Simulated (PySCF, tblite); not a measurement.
**C₂H₇FOSi₂: dynamics, then NMR shifts on frames**

Aim: move C₂H₇FOSi₂ (`C=C[Si@@H](F)O[SiH3]`) away from its starting geometry and see how NMR shifts follow the geometry.

Programs: tblite 0.8.0 and PySCF 2.14.0, with density-fitted response routines of our own. Each step states its level of theory. These are calculated values for one molecule in the gas phase, unless marked as measured. Atoms count from 0, in the outputs and in this text.

## (1) The starting structure

13 atoms, charge 0, multiplicity 1; geometry from: GFN2-xTB.

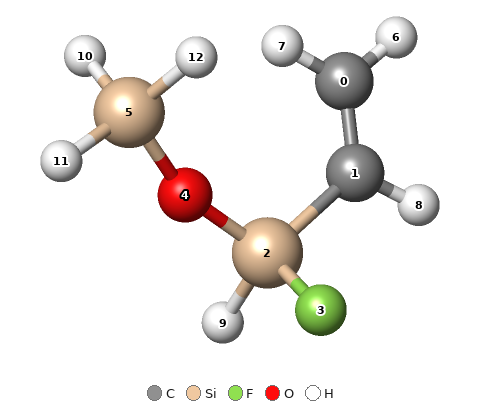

The starting geometry (carbon grey, silicon light orange, fluorine green, oxygen red, hydrogen white), atoms numbered.

## (2) Dynamics with GFN2-xTB

Job settings and geometry (Å):

```
{"job": {"kind": "md", "xc": "GFN2-xTB", "basis": "xTB", "temperature": 600, "steps": 2000, "every": 50, "frames": 5}, "charge": 0, "multiplicity": 1}
C     -1.563676    -1.196865     0.124709
C     -1.803379     0.050089    -0.251876
Si    -0.539545     1.193707    -1.038201
F     -0.499191     2.550404    -0.169489
O      0.940238     0.571148    -0.979231
Si     2.236113    -0.272515    -0.485630
H     -2.317323    -1.825953     0.573270
H     -0.588004    -1.640867     0.002153
H     -2.799979     0.449619    -0.107149
H     -0.772354     1.598156    -2.411202
H      2.168076    -1.547339    -1.201304
H      3.384456     0.538330    -0.876308
H      2.150181    -0.467426     0.960589
```

Level: GFN2-xTB Langevin dynamics, gas phase.

Launch:

```
OMP_NUM_THREADS=1 python probes_run.py task.json out
```

The driver reads the jobs from task.json and runs them one after another.

The log of the run:

```text
t/fs     T/K      E/eV
    0.0   500.1   -550.85502
   25.0   274.0   -550.34309
   50.0   401.9   -550.24639
   75.0   387.0   -550.45085
  100.0   387.5   -550.28442
  125.0   540.1   -550.28554
  150.0   355.3   -550.18773
  175.0   335.2   -549.97229
  200.0   442.6   -550.09361
  225.0   533.2   -549.91707
  250.0   590.7   -550.15752
  275.0   656.3   -550.13854
  300.0   512.8   -549.93994
  325.0   483.0   -549.90424
  350.0   603.8   -550.29439
  375.0   572.5   -550.21628
  400.0   556.1   -549.98744
  425.0   817.7   -550.10804
  450.0   436.3   -549.52124
  475.0   614.4   -550.04901
  500.0   420.3   -549.49377
  525.0   764.1   -550.04369
  550.0   731.5   -549.76069
  575.0   665.5   -549.64520
  600.0   697.7   -549.78436
  625.0   797.8   -549.44790
  650.0   900.4   -549.66457
  675.0   919.4   -549.84679
  700.0   756.1   -549.18709
  725.0   748.1   -549.57497
  750.0   900.7   -550.03384
  775.0   526.1   -549.81914
  800.0   620.8   -549.72519
  825.0   535.9   -549.81974
  850.0   582.2   -550.14428
  875.0   596.8   -550.03384
  900.0   795.3   -550.02002
  925.0   740.6   -549.78716
  950.0   465.5   -549.59133
  975.0   437.9   -549.92442
 1000.0   468.8   -550.13686
```

Wall time 22 s (1 thread of Intel Xeon Platinum 8259CL at 2.50GHz, shared host); peak memory 0.18 GiB.

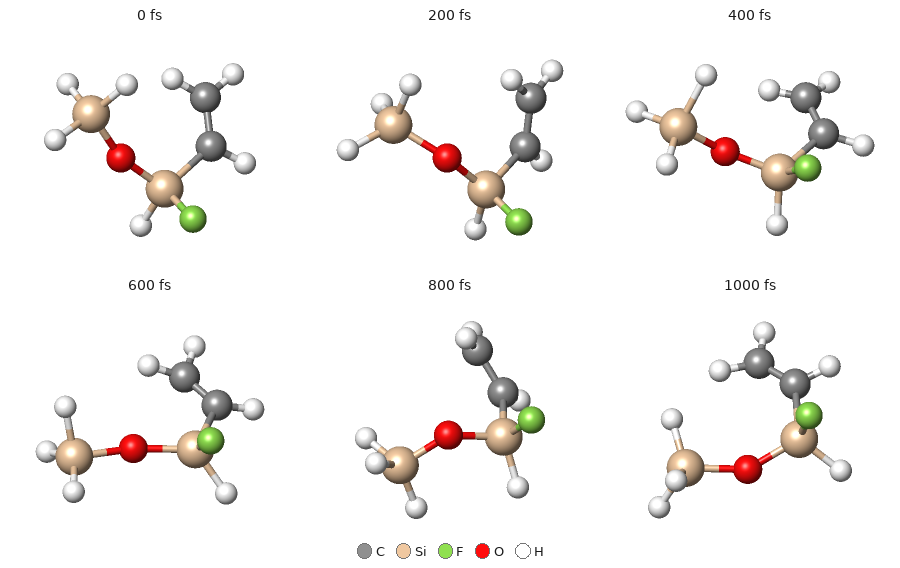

Frames of the run.

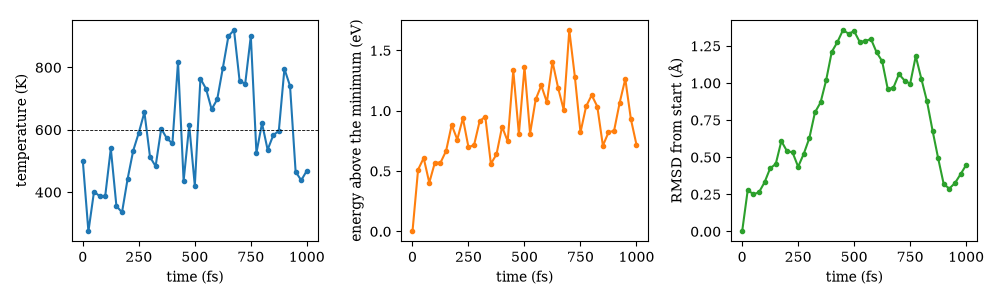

Temperature, potential energy and distance from the start.

Positions (Å) and forces (eV/Å) at 1000 fs:

```xyz
13

C    -1.782   -2.405   -0.477    1.502   -0.855   -0.796
C    -2.177   -1.457    0.323    1.270    2.838    1.021
Si   -1.626    0.460    0.617   -0.600   -2.278   -1.533
F    -0.797    0.564    1.960    0.536    0.042    0.646
O    -0.755    0.925   -0.651    0.850    0.072   -0.690
Si    0.590    0.663   -1.615   -0.605    1.393    0.498
H    -2.197   -3.407   -0.469    0.045    0.099    0.123
H    -0.864   -2.297   -1.074   -0.940    0.117   -0.318
H    -2.750   -1.693    1.161   -1.730   -0.555    0.759
H    -2.768    1.295    0.800   -0.255    0.367   -0.040
H     0.469    1.155   -2.995   -0.455   -0.134    0.142
H     1.621    1.525   -1.046    0.084   -0.061    0.203
H     0.840   -0.721   -1.525    0.297   -1.044   -0.017
```

## (3) Shielding tensors: 250 fs, PBE0/pcSseg-1

Job settings and geometry (Å):

```
{"job": {"kind": "nmr", "xc": "PBE0", "basis": "pcSseg-1", "pop": false}, "charge": 0, "multiplicity": 1}
C     -2.213000    -1.302400     0.381600
C     -2.324300    -0.123400    -0.192000
Si    -1.007800     1.091200    -0.761200
F     -0.765100     2.216900     0.411900
O      0.509100     0.403100    -0.649800
Si     1.864400    -0.428900    -1.033000
H     -3.096000    -1.827100     0.860700
H     -1.344900    -1.883500     0.539700
H     -3.401400     0.395800    -0.225500
H     -1.543800     1.884500    -1.827600
H      1.590700    -1.622500    -1.699800
H      2.792100     0.408600    -1.898400
H      2.419200    -0.502700     0.251900
```

Level: GIAO PBE0/pcSseg-1 NMR shielding, non-relativistic, gas phase.

The log of the run:

```text
coarse grid: 11936 points
cycle   1  E = -833.7990484434  dE =  4.478e-01  |g| = 9.136e-01  |ddm| = 3.263e+00
cycle   2  E = -833.5411480514  dE =  2.579e-01  |g| = 1.503e+00  |ddm| = 1.825e+00
cycle   3  E = -833.9437508037  dE = -4.026e-01  |g| = 1.285e-01  |ddm| = 1.281e+00
cycle   4  E = -833.9465897116  dE = -2.839e-03  |g| = 6.275e-02  |ddm| = 1.383e-01
cycle   5  E = -833.9472833445  dE = -6.936e-04  |g| = 1.449e-02  |ddm| = 4.580e-02
cycle   6  E = -833.9473197974  dE = -3.645e-05  |g| = 3.824e-03  |ddm| = 1.237e-02
cycle   7  E = -833.9473233682  dE = -3.571e-06  |g| = 1.011e-03  |ddm| = 3.902e-03
final grid: 106688 points
cycle   8  E = -833.9958794623  dE = -1.230e-05  |g| = 8.501e-03  |ddm| = 1.498e-02
cycle   9  E = -833.9958610316  dE =  1.843e-05  |g| = 1.309e-02  |ddm| = 1.401e-02
cycle  10  E = -833.9958932106  dE = -3.218e-05  |g| = 1.036e-03  |ddm| = 8.864e-03
cycle  11  E = -833.9958934452  dE = -2.346e-07  |g| = 1.594e-04  |ddm| = 9.055e-04
cycle  12  E = -833.9958934513  dE = -6.112e-09  |g| = 3.586e-05  |ddm| = 1.630e-04
cycle  13  E = -833.9958934515  dE = -1.401e-10  |g| = 2.217e-05  |ddm| = 4.451e-05
converged SCF energy = -833.9958934515

GIAO shielding tensors (ppm)
atom      isotropic    diamagn.    paramagn.     s11        s22        s33       span
  0 C       43.765     253.400    -209.635    -69.430     31.109    169.616    239.046
  1 C       42.935     264.261    -221.327    -61.464     42.753    147.516    208.980
  2 Si     376.335     879.220    -502.885    340.278    389.375    399.354     59.076
  3 F      318.092     471.689    -153.597    240.305    340.089    373.883    133.578
  4 O      294.653     399.354    -104.701    258.398    283.069    342.493     84.095
  5 Si     386.923     880.127    -493.204    343.628    350.936    466.207    122.579
  6 H       24.671      26.187      -1.516     23.149     23.255     27.610      4.460
  7 H       25.459      34.321      -8.862     22.529     25.059     28.789      6.260
  8 H       24.226      25.404      -1.178     23.087     24.076     25.515      2.427
  9 H       26.521      28.717      -2.196     23.585     23.680     32.300      8.715
 10 H       27.275      30.800      -3.525     23.621     25.856     32.348      8.727
 11 H       25.932      27.915      -1.982     22.774     24.485     30.538      7.764
 12 H       26.931      31.205      -4.274     23.012     25.300     32.481      9.469
```

Wall time 19 s (1 thread of Intel Xeon Platinum 8259CL at 2.50GHz, shared host); peak memory 0.71 GiB.

The references, computed at this level on geometries of the same kind, shield at (ppm): ¹H TMS 31.72, ¹³C TMS 186.9, ²⁹Si TMS 349.2, ¹⁹F CFCl3 170.9, ¹⁷O H2O 336.1. Their shielding less the atom's gives the shift. The references are single molecules in the gas phase, so shifts against H2O, NH3, PH3, H3PO4 or CFCl3 are not on the usual liquid scales and can be off by tens of ppm. Each atom is listed at this fixed geometry, with no averaging over motion; a spectrum would average atoms that exchange fast.

| atoms | environment | σ (ppm) | δ (ppm) |
| --- | --- | --- | --- |
| C1 | alkene CH | 42.9 | 144.0 |
| C0 | terminal =CH2 carbon | 43.8 | 143.2 |
| H8 | hydrogen on an alkene CH | 24.23 | 7.49 |
| H6 | hydrogen on a terminal =CH2 carbon | 24.67 | 7.05 |
| H7 | hydrogen on a terminal =CH2 carbon | 25.46 | 6.26 |
| H11 | hydrogen on a silicon bonded to O | 25.93 | 5.78 |
| H9 | hydrogen on a silicon bonded to C, F, O | 26.52 | 5.20 |
| H12 | hydrogen on a silicon bonded to O | 26.93 | 4.79 |
| H10 | hydrogen on a silicon bonded to O | 27.27 | 4.44 |
| Si2 | silicon bonded to C, F, O, H | 376.3 | -27.2 |
| Si5 | silicon bonded to O, 3 H | 386.9 | -37.8 |
| F3 | fluorine bonded to Si | 318.1 | -147.1 |
| O4 | oxygen bonded to 2 Si | 294.7 | 41.4 |

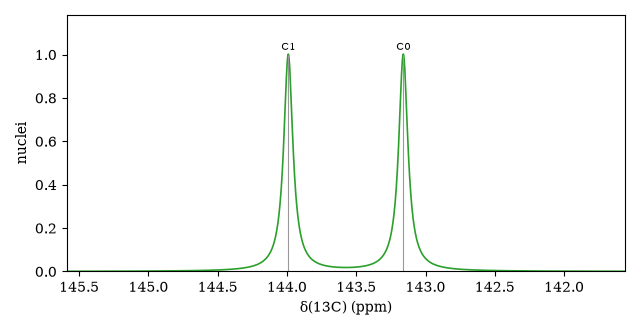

¹³C lines at the computed shifts, without couplings. Lines are broadened to a width of 0.08 ppm (Lorentzian).

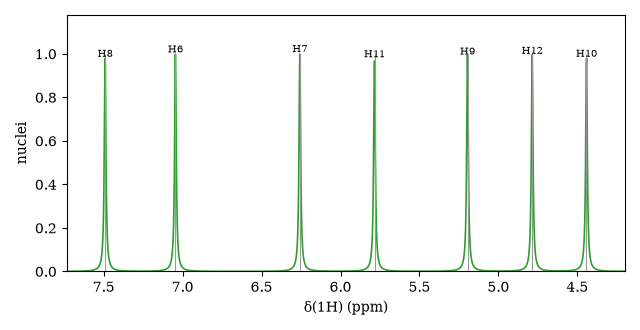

¹H lines at the computed shifts, without couplings. Lines are broadened to a width of 0.01 ppm (Lorentzian).

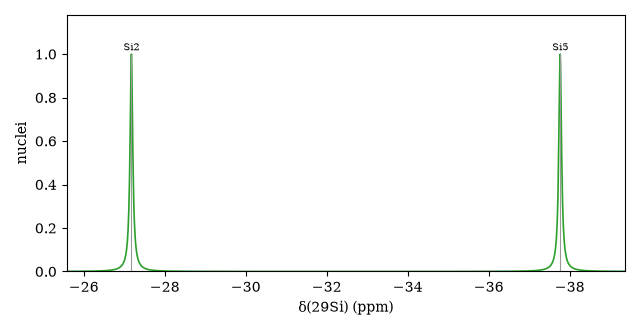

²⁹Si lines at the computed shifts, without couplings. Lines are broadened to a width of 0.08 ppm (Lorentzian).

## (4) Shielding tensors: 425 fs, PBE0/pcSseg-1

Job settings and geometry (Å):

```
{"job": {"kind": "nmr", "xc": "PBE0", "basis": "pcSseg-1", "pop": false}, "charge": 0, "multiplicity": 1}
C     -2.770800    -1.626700     0.171400
C     -2.577100    -0.377100     0.540700
Si    -1.255800     0.900500     0.117000
F     -1.025900     1.442500     1.582900
O     -0.079300     0.250900    -0.789000
Si     1.536900    -0.071100    -0.596900
H     -3.527600    -2.305400     0.652700
H     -1.981700    -2.057100    -0.430500
H     -3.258900     0.086400     1.162100
H     -1.594200     2.106500    -0.575500
H      1.986000    -0.435100     0.617000
H      1.626100    -1.124600    -1.658700
H      2.460100     1.060700    -0.874400
```

Method: GIAO PBE0/pcSseg-1 NMR shielding, non-relativistic, gas phase.

The log of the run:

```text
coarse grid: 11936 points
cycle   1  E = -833.8062409927  dE =  6.034e-01  |g| = 8.868e-01  |ddm| = 3.293e+00
cycle   2  E = -833.6204634501  dE =  1.858e-01  |g| = 1.355e+00  |ddm| = 1.517e+00
cycle   3  E = -833.9395715350  dE = -3.191e-01  |g| = 1.330e-01  |ddm| = 1.028e+00
cycle   4  E = -833.9428749169  dE = -3.303e-03  |g| = 4.811e-02  |ddm| = 1.287e-01
cycle   5  E = -833.9432335557  dE = -3.586e-04  |g| = 1.338e-02  |ddm| = 3.341e-02
cycle   6  E = -833.9432650623  dE = -3.151e-05  |g| = 3.099e-03  |ddm| = 1.169e-02
cycle   7  E = -833.9432672971  dE = -2.235e-06  |g| = 9.380e-04  |ddm| = 3.203e-03
final grid: 106688 points
cycle   8  E = -833.9931964625  dE = -1.500e-05  |g| = 8.568e-03  |ddm| = 1.614e-02
cycle   9  E = -833.9931788458  dE =  1.762e-05  |g| = 1.294e-02  |ddm| = 1.395e-02
cycle  10  E = -833.9932108289  dE = -3.198e-05  |g| = 1.165e-03  |ddm| = 8.682e-03
cycle  11  E = -833.9932111230  dE = -2.941e-07  |g| = 1.558e-04  |ddm| = 9.815e-04
cycle  12  E = -833.9932111279  dE = -4.951e-09  |g| = 5.188e-05  |ddm| = 1.621e-04
cycle  13  E = -833.9932111283  dE = -3.383e-10  |g| = 2.118e-05  |ddm| = 4.586e-05
converged SCF energy = -833.9932111283

GIAO shielding tensors (ppm)
atom      isotropic    diamagn.    paramagn.     s11        s22        s33       span
  0 C       44.528     258.306    -213.778    -81.702     47.002    168.283    249.986
  1 C       44.148     262.733    -218.586    -66.108     29.492    169.059    235.167
  2 Si     377.915     880.292    -502.377    356.948    378.236    398.560     41.612
  3 F      314.727     472.552    -157.825    251.362    323.604    369.215    117.853
  4 O      290.316     400.008    -109.692    248.018    283.697    339.233     91.215
  5 Si     384.161     879.504    -495.343    320.662    352.875    478.946    158.284
  6 H       24.348      26.616      -2.268     22.108     23.881     27.056      4.949
  7 H       25.419      33.736      -8.317     22.049     24.166     30.041      7.992
  8 H       26.476      30.889      -4.413     23.455     26.313     29.660      6.205
  9 H       26.941      29.697      -2.756     22.944     25.091     32.788      9.845
 10 H       27.781      32.280      -4.498     24.201     26.466     32.678      8.477
 11 H       26.098      28.796      -2.699     22.347     24.449     31.497      9.150
 12 H       26.301      28.751      -2.450     23.200     24.653     31.049      7.849
```

Wall time 23 s (1 thread of Intel Xeon Platinum 8259CL at 2.50GHz, shared host); peak memory 0.74 GiB.

Key values: δ C1 142.8, C0 142.4, Si2 -28.8, Si5 -35.0, H6 7.37, H7 6.30 ppm.

[end of part 1 of 2]
